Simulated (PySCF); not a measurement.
```
atom    x (Å)    y (Å)    z (Å)
   C  -3.1967  -0.4462  -0.9623
   C  -1.9306  -0.2834  -0.5963
   S  -0.9757  -1.7212  -0.1534
   C   0.5726  -0.8845   0.3440
   C   1.7277  -1.8579   0.3494
   S   0.8096   0.4806  -0.8768
   C   1.8341   1.6358   0.0690
   B  -1.1693   1.1103  -0.4974
  Cl  -1.5877   2.3282  -1.7444
  Cl  -1.1568   1.7952   1.1967
   H  -3.7897   0.4015  -1.2588
   H  -3.6752  -1.4104  -0.9788
   H   0.4206  -0.4080   1.3147
   H   1.8616  -2.2917  -0.6385
   H   1.5186  -2.6609   1.0526
   H   2.6483  -1.3631   0.6501
   H   1.3063   1.9224   0.9748
   H   1.9888   2.5013  -0.5678
   H   2.7840   1.1612   0.2909
```

Geometry: GFN2-xTB.

The calculation used PBE0/pcSseg-1, SCF density, gas phase, non-relativistic (PySCF 2.14.0).

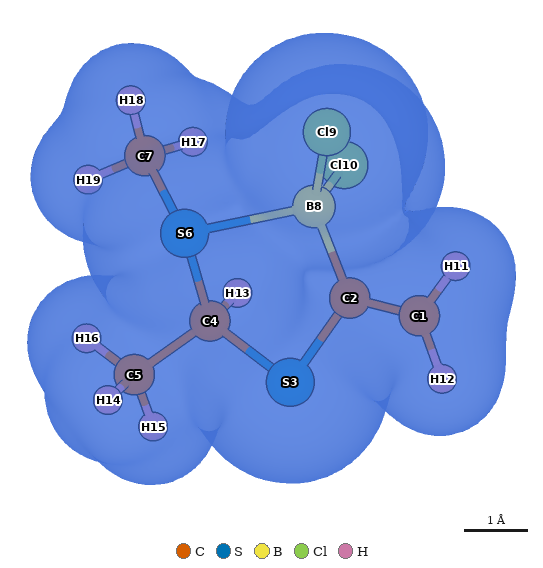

C5H9BCl2S2. Isosurface of the total electron density at 0.05 e/Å³ (blue), seen at a tilt.

Q: Which contacts does the surface bridge?

A: At this value the surface is in one piece. It bridges the sampled C–C (1.33 Å), C–B (1.59 Å), C–S (1.78 Å) and B–Cl (1.79 Å) contacts, where the density stays above the isovalue. On the grid the lowest density along these lines, outside the cores, is 2.3 e/Å³ (C–C, 1.33 Å), 1.2 e/Å³ (C–B, 1.59 Å), 1.3 e/Å³ (C–S, 1.78 Å) and 0.95 e/Å³ (B–Cl, 1.79 Å).
